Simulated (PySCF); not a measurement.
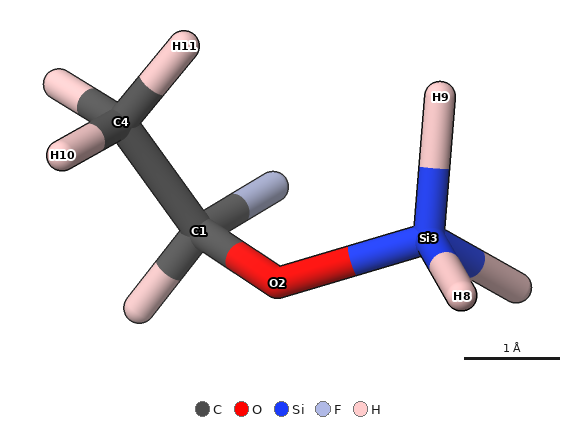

**Figure 1.** The structure as given in the input (stick view, seen at a tilt; atoms are numbered from 1 in the order of the input). Bond lengths as drawn: C–C 1.51 Å, C–F 1.38 Å, C–H 1.10 Å, C–O 1.38 Å, H–Si 1.49 Å and O–Si 1.68 Å.

# NMR shielding calculation of C2H7FOSi

The run: NMR shielding calculation of C2H7FOSi, SMILES CC(F)O[SiH3]. Method and program: GIAO PBE0/pcSseg-2 NMR shielding, non-relativistic, gas phase (PySCF 2.14.0).

The geometry comes from this level: PBE0-D3(BJ)/def2-SVP. Figures and captions count atoms from 1; the log counts them from 0 in places.

Output
```
coarse grid: 10312 points
cycle   1  E = -544.6309606021  dE =  3.741e-01  |g| = 8.040e-01  |ddm| = 2.264e+00
cycle   2  E = -544.5034071150  dE =  1.276e-01  |g| = 1.181e+00  |ddm| = 1.039e+00
cycle   3  E = -544.7370413817  dE = -2.336e-01  |g| = 1.053e-01  |ddm| = 7.126e-01
cycle   4  E = -544.7387659288  dE = -1.725e-03  |g| = 4.852e-02  |ddm| = 7.907e-02
cycle   5  E = -544.7391494404  dE = -3.835e-04  |g| = 1.315e-02  |ddm| = 2.725e-02
cycle   6  E = -544.7391738664  dE = -2.443e-05  |g| = 3.329e-03  |ddm| = 7.478e-03
cycle   7  E = -544.7391760315  dE = -2.165e-06  |g| = 3.135e-04  |ddm| = 2.023e-03
final grid: 94760 points
cycle   8  E = -544.7403583661  dE = -7.894e-05  |g| = 7.926e-03  |ddm| = 3.443e-02
cycle   9  E = -544.7403486880  dE =  9.678e-06  |g| = 1.092e-02  |ddm| = 8.611e-03
cycle  10  E = -544.7403699644  dE = -2.128e-05  |g| = 8.672e-04  |ddm| = 5.108e-03
cycle  11  E = -544.7403700820  dE = -1.176e-07  |g| = 3.786e-04  |ddm| = 7.954e-04
cycle  12  E = -544.7403701099  dE = -2.789e-08  |g| = 1.066e-04  |ddm| = 2.566e-04
cycle  13  E = -544.7403701114  dE = -1.467e-09  |g| = 3.277e-05  |ddm| = 5.701e-05
cycle  14  E = -544.7403701115  dE = -1.671e-10  |g| = 2.595e-06  |ddm| = 2.011e-05
```

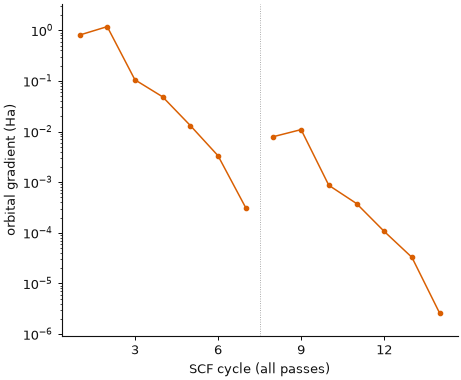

**Figure 2.** Convergence of the self-consistent field: orbital gradient against the SCF cycle. The dotted line marks the change from a coarse to the final integration grid. The first 7 cycles use a coarse grid, the final grid takes over at cycle 8, and the field converges after 14 cycles in all.

```
converged SCF energy = -544.7403701115

GIAO shielding tensors (ppm)
atom      isotropic    diamagn.    paramagn.     s11        s22        s33       span
  0 C       70.952     235.968    -165.016     45.929     69.282     97.644     51.715
  1 O      248.178     394.512    -146.334    186.794    248.635    309.104    122.310
  2 Si     385.146     877.053    -491.908    343.768    359.824    451.845    108.077
  3 C      160.296     242.811     -82.515    141.339    155.532    184.017     42.678
  4 F      306.933     472.702    -165.769    212.868    339.736    368.194    155.326
  5 H       25.451      28.568      -3.117     23.109     24.154     29.088      5.979
  6 H       26.318      28.400      -2.082     23.130     24.565     31.258      8.128
  7 H       26.497      28.471      -1.974     23.671     24.682     31.137      7.466
  8 H       26.119      29.282      -3.164     22.875     25.013     30.468      7.593
  9 H       30.109      29.391       0.718     26.541     28.094     35.691      9.150
 10 H       29.750      30.702      -0.951     26.462     29.375     33.415      6.953
 11 H       29.973      28.660       1.313     26.388     27.686     35.845      9.457
```

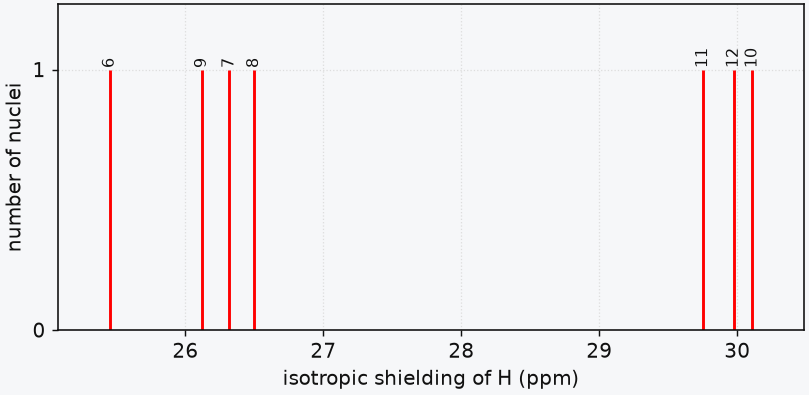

**Figure 3.** Isotropic shieldings of the hydrogen nuclei in this fixed geometry, labelled by atom number; shielding grows to the right, so chemical shift grows to the left. The least shielded is H6 (25.5 ppm), the most shielded H10 (30.1 ppm).

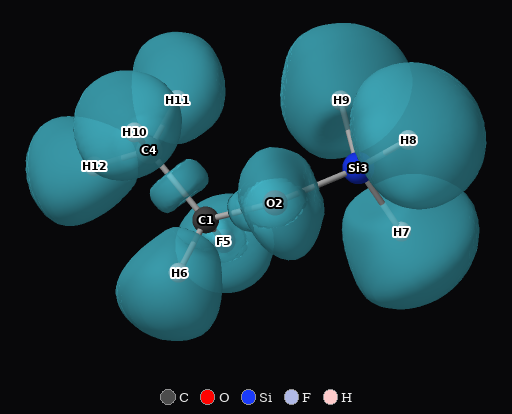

**Figure 4.** Isosurface of the ELF at 0.75 (cyan), seen face on. Core shells and regions of very low density are left out. Profiles from the grid: C–O (1.38 Å): the ELF peaks at about 0.90 between the atoms, which marks a polar covalent bond. C–F (1.38 Å): the ELF peaks at about 0.85 between the atoms (a polar covalent bond).

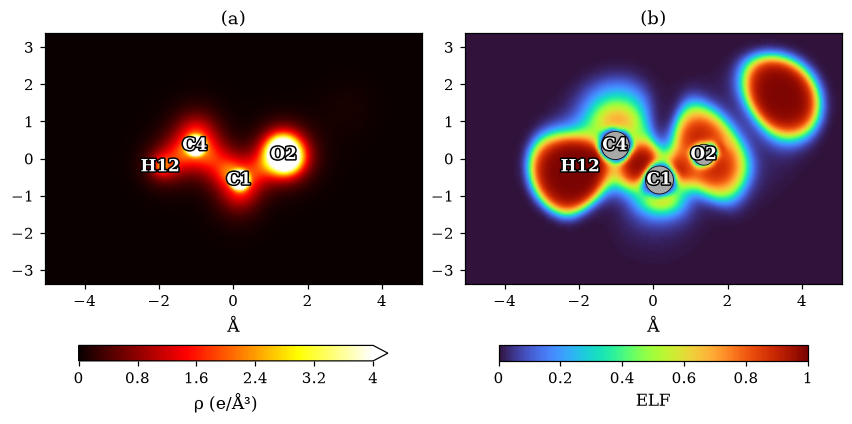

**Figure 5.** (a) electron density; (b) ELF on the plane of atoms O2, C1 and C4. Grey discs, where drawn, cover atomic cores. The section cuts through C, O and H sites. C–C (1.51 Å): ρ is about 1.8 e/Å³ halfway; the ELF peaks at about 0.95 between the atoms, as expected for localised, shared-pair bonding.

The run was set up as follows.

Input
```
{"job": {"kind": "nmr", "xc": "PBE0", "basis": "pcSseg-2"}, "charge": 0, "multiplicity": 1}
C      0.618639     0.751675    -0.163290
O     -0.753222     0.646442    -0.124419
Si    -1.629833    -0.655259    -0.727049
C      1.273508     0.213221     1.083097
F      1.093798     0.044918    -1.252695
H      0.874704     1.811728    -0.336915
H     -1.700890    -0.631625    -2.215444
H     -2.992845    -0.483784    -0.157832
H     -1.051459    -1.956497    -0.275751
H      0.904279     0.758105     1.962492
H      1.032686    -0.853907     1.198634
H      2.365067     0.326028     1.022437
```

The first line tells a small driver script what to run in PySCF; the rest is the geometry in Å.

Launched with:
```bash
OMP_NUM_THREADS=1 python <driver script> task.json out
```

Key numbers

- outcome: converged
- total energy: −544.740370 hartree
- HOMO: −8.32 eV
- LUMO: 0.22 eV
- dipole moment: 1.19 D
- isotropic shielding, C: 71.0 to 160.3 ppm
- isotropic shielding, O: 248.2 ppm
- isotropic shielding, Si: 385.1 ppm
- isotropic shielding, F: 306.9 ppm
- isotropic shielding, H: 25.5 to 30.1 ppm
- hardware: 1 CPU thread, shared host
- wall time: 42 s
- peak memory: 1.1 GiB
